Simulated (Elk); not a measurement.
# HfO2 (Fm-3m): least direct gap against volume

The cell of HfO2 (Fm-3m) is scaled evenly and the response computed anew at each volume, on one mesh. The atoms keep their fractional positions.

It takes space group Fm-3m (No. 225, cubic). Conventional cell: a = 5.115 Å, b = 5.115 Å, c = 5.115 Å, α = 90.00°, β = 90.00°, γ = 90.00°. Hf on site a is surrounded by 8 O at 2.21 Å. O on site c has 4 Hf at 2.21 Å as nearest neighbours.

Method: Elk 11.2.3 (patched build), PBE, independent particles, k-mesh 10×10×10, Lorentzian half width 0.15 eV.

Launch of the response step: `OMP_NUM_THREADS=4 elk`. The series took 2.7 min in all, its band step included, on 4 threads of Arm Neoverse V1, with other jobs on the host.

```tsv
V/V₀	V (Å³, primitive cell)	least direct gap (eV)
0.94	31.45	3.9015
0.96	32.12	3.8509
0.98	32.79	3.8007
1.00	33.46	3.7508
1.02	34.13	?
1.04	34.79	3.6521
1.06	35.46	3.6032
```

For small changes the quantity should be close to linear in ln V.

Working, on the rows shown:

| x = ln(V/V₀) | y = least direct gap |
| --- | --- |
| -0.0618754 | 3.9015 |
| -0.040822 | 3.8509 |
| -0.0202027 | 3.8007 |
| 0 | 3.7508 |
| 0.0392207 | 3.6521 |
| 0.0582689 | 3.6032 |

Means: x̄ = -0.0042351, ȳ = 3.7599. Σ(x − x̄)(y − ȳ) = -0.02666, Σ(x − x̄)² = 0.01073. Slope = -0.02666 / 0.01073 = -2.485; intercept = ȳ − slope · x̄ = 3.7493. The line misses the rows shown by at most 0.0016 eV.

Question: What does the fit predict for the withheld row, and how well does it do?

Answer: At x = 0.019803 the line gives y = 3.7001 eV. The run gave 3.7012 eV, so the interpolation is off by 0.0011 eV, 0.4 % of the range in the table.

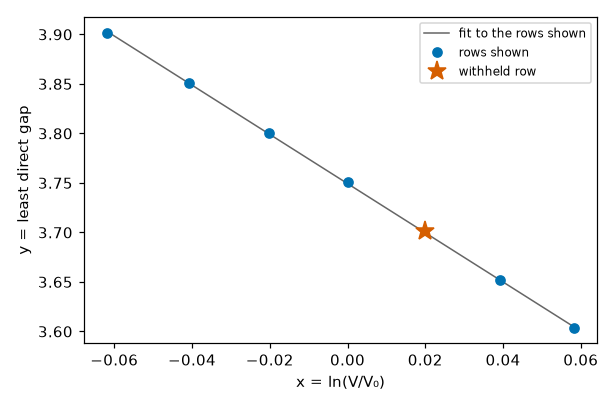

Between the rows on either side of x = 0 the slope is (3.7012 − 3.8007) / (0.019803 − (-0.020203)) = -2.487. That is a volume deformation potential of -2.5 eV: the least direct gap on this mesh widens by 25 meV for each per cent of compression. PBE gaps are as a rule too small. Spin-orbit coupling is left out.

[Logs are printed without paths, hosts, clocks, repeated set-up lines and the standing remarks that a program may print on its own settings, such as how far it seeks lower states.]
